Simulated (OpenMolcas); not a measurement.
**C2H3FO (SMILES CC(=O)F) at 6 levels**

We compute a comparison of 6 runs (B3LYP/aug-cc-pVDZ, BHLYP/aug-cc-pVDZ, BLYP/aug-cc-pVDZ, r2SCAN/aug-cc-pVDZ, revPBE/aug-cc-pVDZ, CCSD(T)/aug-cc-pVDZ) of C2H3FO. 

The results are computed with OpenMolcas 26.06.

## 1. The structure to begin with

C2H3FO has 7 atoms, charge 0, and is taken as a singlet. SMILES: `CC(=O)F`. The C1–H6 distance was set to 1.419 Å, away from the relaxed value.

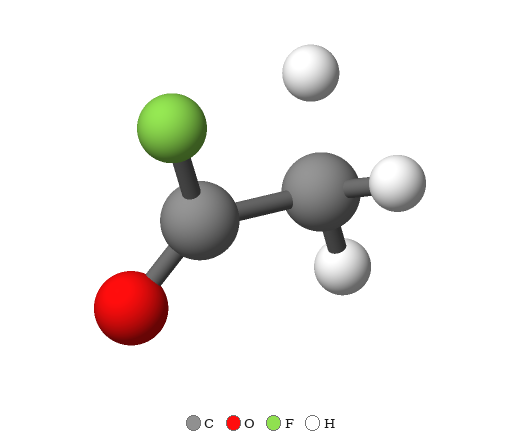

Viewed from a chosen angle; carbon grey, oxygen red, fluorine green, hydrogen white.

## 2. A single-point energy at B3LYP/aug-cc-pVDZ (run 1)

Contents of input.xyz:

```xyz
7

C      0.276708     0.254507     0.523683
C     -0.903492     0.205107    -0.380537
O     -2.044012     0.073767    -0.111727
F     -0.519292     0.337087    -1.669357
H     -0.043282     0.147557     1.556703
H      1.180650    -0.783140     0.176830
H      0.801108     1.201867     0.384653
```

Contents of job.inp:

```
>>> EXPORT MOLCAS_PRINT=2
&GATEWAY
BasLib=$CurrDir
Coord=input.xyz
Basis=aug-cc-pVDZ
Group=NoSym
&SEWARD
GridInput
Grid=UltraFine
End of Grid
&SCF
KSDFT=B3LYP
Thresholds=1e-10 1e-07 1e-07 1e-05
PrOrbitals=0
```

The basis set aug-cc-pVDZ is read from a file made from the Basis Set Exchange's data (not shown).

Launch:

```sh
$ export MOLCAS_MEM=1860
$ pymolcas job.inp > job.log
```

The log of the run:

```text
--- Start Module: gateway ---
[...]
--- Stop Module: gateway /rc=_RC_ALL_IS_WELL_ ---
--- Start Module: seward ---
[...]
      Basis functions          119
--- Stop Module: seward /rc=_RC_ALL_IS_WELL_ ---
[...]
--- Start Module: scf ---
[...]
       Convergence after  14 Iterations
[...]
::    Total KS-DFT energy                            -253.0962551409
[...]
      Total spin, S                                     0.0000000000
[...]
      Total electronic charge=   32.000000
      Total            charge=   -0.000000
[...]
      Dipole Moment (debye):
      Origin of the operator (angstrom)=   -0.7760    0.2204   -0.4781
                   X=  2.5659E+00               Y=  2.3246E-01               Z=  1.3887E+00           Total=  2.9268E+00
      Quadrupole Moment (debye*angstrom):
[...]
--- Stop Module: scf /rc=_RC_ALL_IS_WELL_ ---
[...]
```

Wall time 44 s (1 thread of Arm Neoverse V2, shared host); peak memory 0.75 GiB.

## 3. A single-point energy at BHLYP/aug-cc-pVDZ (run 2)

Contents of run.input:

```
>>> EXPORT MOLCAS_PRINT=2

&GATEWAY
  BasLib = $CurrDir
  Coord
  7
  angstrom
  C        0.276708       0.254507       0.523683
  C       -0.903492       0.205107      -0.380537
  O       -2.044012       0.073767      -0.111727
  F       -0.519292       0.337087      -1.669357
  H       -0.043282       0.147557       1.556703
  H        1.180650      -0.783140       0.176830
  H        0.801108       1.201867       0.384653
  Basis = aug-cc-pVDZ
  Group = NoSym

&SEWARD
  GridInput
  Grid=UltraFine
  End of Grid

&SCF
  KSDFT = HYB_GGA_XC_BHANDHLYP
  Thresholds = 1e-10 1e-07 1e-07 1e-05
  PrOrbitals = 1 1
```

The basis set aug-cc-pVDZ is read from a file made from the Basis Set Exchange's data (not shown).

Launch:

```sh
$ export MOLCAS_MEM=1860
$ pymolcas run.input > run.log
```

The log of the run:

```text
--- Start Module: gateway ---
[...]
--- Stop Module: gateway /rc=_RC_ALL_IS_WELL_ ---
--- Start Module: seward ---
[...]
      Basis functions          119
--- Stop Module: seward /rc=_RC_ALL_IS_WELL_ ---
[...]
--- Start Module: scf ---
[...]
       Convergence after  14 Iterations
[...]
::    Total KS-DFT energy                            -252.9666683786
[...]
      Total spin, S                                     0.0000000000
[...]
      Total electronic charge=   32.000000
      Total            charge=   -0.000000
[...]
      Dipole Moment (debye):
      Origin of the operator (angstrom)=   -0.7760    0.2204   -0.4781
                   X=  2.6901E+00               Y=  2.3810E-01               Z=  1.4678E+00           Total=  3.0737E+00
      Quadrupole Moment (debye*angstrom):
[...]
--- Stop Module: scf /rc=_RC_ALL_IS_WELL_ ---
[...]
```

It took 44 s on 1 thread of Arm Neoverse V2, shared host; peak memory 0.75 GiB.

## 4. The energy at BLYP/aug-cc-pVDZ (run 3)

Contents of geom.xyz:

```xyz
7

C      0.276708     0.254507     0.523683
C     -0.903492     0.205107    -0.380537
O     -2.044012     0.073767    -0.111727
F     -0.519292     0.337087    -1.669357
H     -0.043282     0.147557     1.556703
H      1.180650    -0.783140     0.176830
H      0.801108     1.201867     0.384653
```

Contents of mol.inp:

```
* C2H3FO Kohn-Sham DFT
&GATEWAY
BasLib
$CurrDir
Coord
geom.xyz
Basis
aug-cc-pVDZ
Group
NoSym
&SEWARD
GridInput
Grid=UltraFine
End of Grid
&SCF
KSDFT
BLYP
Thresholds
1e-10 1e-07 1e-07 1e-05
PrOrbitals
0
```

The basis set aug-cc-pVDZ is read from a file made from the Basis Set Exchange's data (not shown).

Launch:

```sh
$ export MOLCAS_MEM=1860
$ pymolcas mol.inp > mol.log
```

The log of the run:

```text
--- Start Module: gateway ---
[...]
--- Stop Module: gateway /rc=_RC_ALL_IS_WELL_ ---
--- Start Module: seward ---
[...]
      Basis functions          119
--- Stop Module: seward /rc=_RC_ALL_IS_WELL_ ---
[...]
--- Start Module: scf ---
[...]
       Convergence after  15 Iterations
[...]
::    Total KS-DFT energy                            -253.0447182752
[...]
      Total spin, S                                     0.0000000000
[...]
      Total electronic charge=   32.000000
      Total            charge=   -0.000000
[...]
      Dipole Moment (debye):
      Origin of the operator (angstrom)=   -0.7760    0.2204   -0.4781
                   X=  2.4674E+00               Y=  2.3618E-01               Z=  1.3234E+00           Total=  2.8098E+00
      Quadrupole Moment (debye*angstrom):
[...]
--- Stop Module: scf /rc=_RC_ALL_IS_WELL_ ---
[...]
```

Wall time 46 s (1 thread of Arm Neoverse V2, shared host); peak memory 0.75 GiB.

Runs 4 to 5 aren't shown in full; the table further down has their settings and results.

## 5. A single-point energy at CCSD(T)/aug-cc-pVDZ (Cholesky decomposition) (run 6)

Contents of run.input:

```
* C2H3FO CCSD(T)
&GATEWAY
BASLIB = $CurrDir
COORD
7
angstrom
C        0.276708       0.254507       0.523683
C       -0.903492       0.205107      -0.380537
O       -2.044012       0.073767      -0.111727
F       -0.519292       0.337087      -1.669357
H       -0.043282       0.147557       1.556703
H        1.180650      -0.783140       0.176830
H        0.801108       1.201867       0.384653
BASIS = aug-cc-pVDZ
GROUP = NoSym
&SEWARD
HIGH
&SCF
THRESHOLDS = 1e-10 1e-07 1e-07 1e-05
PRORBITALS = 1 2
&CHCC
FROZEN = 4
THRESHOLD = 1e-08
MAXITERATIONS = 80
&CHT3
FROZEN = 4
```

The basis set aug-cc-pVDZ is read from a file made from the Basis Set Exchange's data (not shown).

Launch:

```sh
$ export MOLCAS_MEM=1860
$ pymolcas run.input > run.log
```

The log of the run:

```text
--- Start Module: gateway ---
[...]
--- Stop Module: gateway /rc=_RC_ALL_IS_WELL_ ---
[...]
      Basis functions          119
[...]
       Convergence after  15 Iterations
[...]
::    Total SCF energy                               -251.7915664393
[...]
      Total spin, S                                     0.0000000000
[...]
      Total electronic charge=   32.000000
      Total            charge=   -0.000000
[...]
      Dipole Moment (debye):
      Origin of the operator (angstrom)=   -0.7760    0.2204   -0.4781
                   X=  2.8175E+00               Y=  2.9021E-01               Z=  1.5312E+00           Total=  3.2198E+00
      Quadrupole Moment (debye*angstrom):
[...]
--- Start Module: chcc ---
[...]
--- Stop Module: chcc /rc=_RC_ALL_IS_WELL_ ---
[...]
--- Start Module: cht3 ---
[...]
--- Stop Module: cht3 /rc=_RC_ALL_IS_WELL_ ---
[...]
```

It took 10 min on 1 thread of Arm Neoverse V2, shared host; peak memory 0.32 GiB.

## 6. The series

| run | level | integral approximation | integration grid | energy (Eh) | dipole moment (D) of the reference | HOMO energy (eV) | LUMO energy (eV) | wall time |
| --- | --- | --- | --- | --- | --- | --- | --- | --- |
| 1 | B3LYP/aug-cc-pVDZ | none | UltraFine | -253.096255 | 2.93 | -8.79 | -1.41 | 44 s |
| 2 | BHLYP/aug-cc-pVDZ | none | UltraFine | -252.966668 | 3.07 | -10.70 | -0.31 | 44 s |
| 3 | BLYP/aug-cc-pVDZ | none | UltraFine | -253.044718 | 2.81 | -7.27 | -2.07 | 46 s |
| 4 | r2SCAN/aug-cc-pVDZ | none | UltraFine | -252.971539 | 2.90 | -7.69 | -1.85 | 68 s |
| 5 | revPBE/aug-cc-pVDZ | none | UltraFine | -253.024498 | 2.76 | -7.28 | -2.05 | 47 s |
| 6 | CCSD(T)/aug-cc-pVDZ (Cholesky decomposition) | CD high | – | -252.516774 | 3.22 | -13.24 | 0.79 | 10 min |

## 7. Results

| quantity | value |
| --- | --- |
| run 6: total energy | -252.51677 Eh |
| run 6: dipole moment (mean-field density) | 3.22 D |
| run 6: HOMO energy (Hartree–Fock orbitals) | -13.24 eV |
| run 6: LUMO energy (Hartree–Fock orbitals) | 0.79 eV |
| run 6: HOMO–LUMO gap (Hartree–Fock orbitals) | 14.03 eV |
| run 6: correlation energy (4 core orbitals frozen) | -725.2 mEh |
| run 6: (T) correction | -24.10 mEh |

What this shows: Over runs 1, 2, 3, 4, 5 the dipole moment (its size) runs from 2.76 D (revPBE/aug-cc-pVDZ) to 3.07 D (BHLYP/aug-cc-pVDZ). Over runs 1, 2, 3, 4, 5 the HOMO–LUMO gap runs from 5.21 eV (BLYP/aug-cc-pVDZ) to 10.39 eV (BHLYP/aug-cc-pVDZ). Totals of different functionals can't be ranked against each other. All runs together took 15 min, the longest 10 min.
